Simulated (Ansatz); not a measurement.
# Run report: B2SiNH5, single-point calculation

- system: B2SiNH5, SMILES BN1B[SiH2]1
- method: RKS PBE-QIDH/def2-SVPD (Ansatz 0.2.0)

The geometry comes from this level: PBE0-D4/def2-TZVP. Figures and captions count atoms from 1; the log counts them from 0 in places.

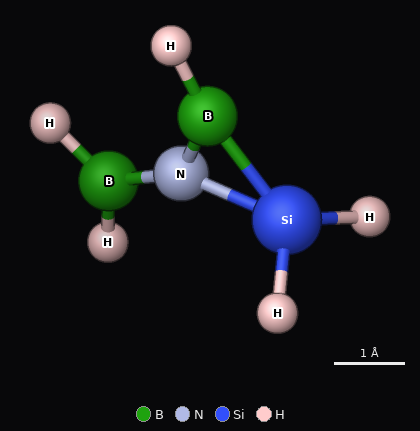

Figure 1. The input geometry (ball-and-stick view, seen at a tilt).

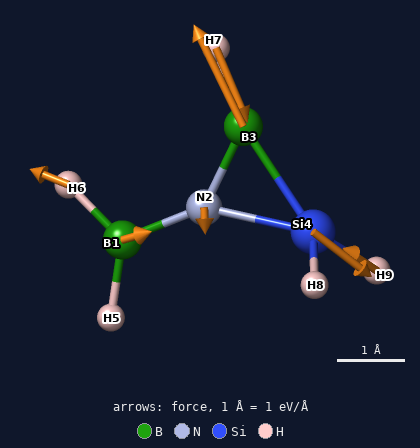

Figure 2. Forces on the atoms as orange arrows (ball-and-stick view, seen at a tilt; atoms are numbered from 1 in the order of the input); the smallest are left out. The largest act on B3 (1.70 eV/Å); H7 (1.22 eV/Å); Si4 (1.20 eV/Å); H9 (0.86 eV/Å), among others. The geometry is not a stationary point of this energy.

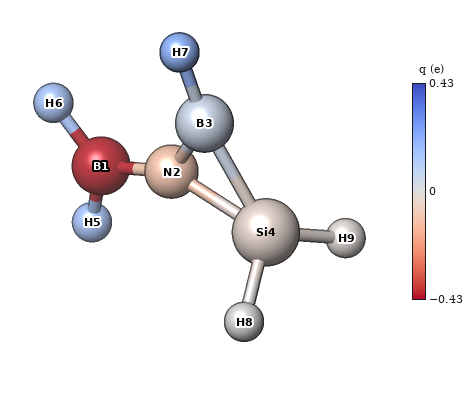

Figure 3. Mulliken charges, as the colour of each atom (ball-and-stick view, seen at a tilt; atoms are numbered from 1 in the order of the input). By element: B −0.41 to +0.04, N −0.11, Si −0.03 and H −0.02 to +0.19 e.

The input and output of the run follow.

### Input
```yaml
crystal:
  periodic: [false, false, false]
  atoms:
    - {symbol: B, position_ang: [-0.893260, 1.321998, 0.310094]}
    - {symbol: N, position_ang: [0.010981, 0.244588, 0.051526]}
    - {symbol: B, position_ang: [1.389652, 0.018313, -0.077159]}
    - {symbol: Si, position_ang: [0.244214, -1.500048, -0.276817]}
    - {symbol: H, position_ang: [-2.076139, 1.147004, 0.354411]}
    - {symbol: H, position_ang: [-0.381139, 2.369476, 0.485564]}
    - {symbol: H, position_ang: [2.381694, 0.768674, 0.017688]}
    - {symbol: H, position_ang: [-0.147690, -2.402286, 0.834532]}
    - {symbol: H, position_ang: [-0.351837, -1.964813, -1.607751]}
basis:
  gaussian: {orbitals: def2-SVPD}
hamiltonian: {xc: {name: PBE-QIDH}}
scf: {lower_state_search: light}
output: {forces: true}
```

Command:
```bash
ansatz run in.yaml --threads 2 --pin off --events-out ev --progress --plain --max-ram 4352MiB
```

### The program's output
```
Functional definition: PBE-QIDH
  name "PBE-QIDH"
  cite "Brémond, Sancho-García, Pérez-Jiménez & Adamo, J. Chem. Phys. 141, 031101 (2014) doi:10.1063/1.4890314"
  cite "Perdew, Burke & Ernzerhof, Phys. Rev. Lett. 77, 3865 (1996) doi:10.1103/PhysRevLett.77.3865"
  parameter a = 3^(-1/3)
  parameter c = 1/3
  exchange = (1 - a)*pbe_x + a*exact_x
  correlation = (1 - c)*pbe_c + c*(mp2_os + mp2_ss)
1217 factors; integrals over basis functions are off by at most 9.3e-4 eV
mean field evaluation 1: about -10778.5752 eV, gradient 3.6e1 eV
mean field evaluation 2: about -10778.6696 eV, gradient 3.6e1 eV
mean field evaluation 4: about -10781.5962 eV, gradient 2.9e0 eV
mean field evaluation 8: about -10781.6259 eV, gradient 1.2e-1 eV
mean field evaluation 16: about -10781.6260 eV, gradient 2.8e-5 eV
mean field -10781.62600993 eV, -396.2174478165 hartree, gradient 5.6e-6 eV, S^2 0.000000; 0 other end points of the search recorded, 0 dependent functions left out
8 core orbitals not correlated: weight in the atoms' cores, before any rotation towards them, 1.000 or more for the frozen orbitals, at most 0.000 for the correlated occupied ones
reference -10781.62602422 eV, -396.2174483415 hartree; 10, 10 occupied and 106, 106 virtual orbitals, 1217 factors
second order -13.70688880 eV of doubles, -0.00000000 eV of singles
the calculation of the forces begins
Total energy: -10786.19498715 eV, -396.3853546324 hartree
Atom 0 at    -0.893260     1.321998     0.310094 Å, force     0.297542    -0.436646    -0.041314 eV/Å
Atom 1 at     0.010981     0.244588     0.051526 Å, force    -0.383853    -0.145456     0.012091 eV/Å
Atom 2 at     1.389652     0.018313    -0.077159 Å, force     1.223030     1.172765     0.188874 eV/Å
Atom 3 at     0.244214    -1.500048    -0.276817 Å, force    -0.541529    -0.731645    -0.788274 eV/Å
Atom 4 at    -2.076139     1.147004     0.354411 Å, force    -0.043354    -0.026739    -0.019296 eV/Å
Atom 5 at    -0.381139     2.369476     0.485564 Å, force     0.012878     0.665439     0.101321 eV/Å
Atom 6 at     2.381694     0.768674     0.017688 Å, force    -0.928371    -0.783515    -0.137077 eV/Å
Atom 7 at    -0.147690    -2.402286     0.834532 Å, force     0.004103     0.050446    -0.066532 eV/Å
Atom 8 at    -0.351837    -1.964813    -1.607751 Å, force     0.359555     0.235351     0.750207 eV/Å
Dipole moment:    -0.030611    -0.126516    -0.012115 e Å
```

### Summary

| quantity | value |
| --- | --- |
| outcome | converged |
| total energy | −10786.1950 eV |
| mean-field energy | −10781.6260 eV |
| SCF solution under orbital rotations | stable |
| largest force (length of the vector) | 1.705 eV/Å |
| dipole moment | 0.63 D |
| hardware | 2 threads of Arm Neoverse V2, 108 GiB of memory available, shared host |
| wall time | 8 s (CPU time 15 s) |
| peak memory | 0.47 GiB |
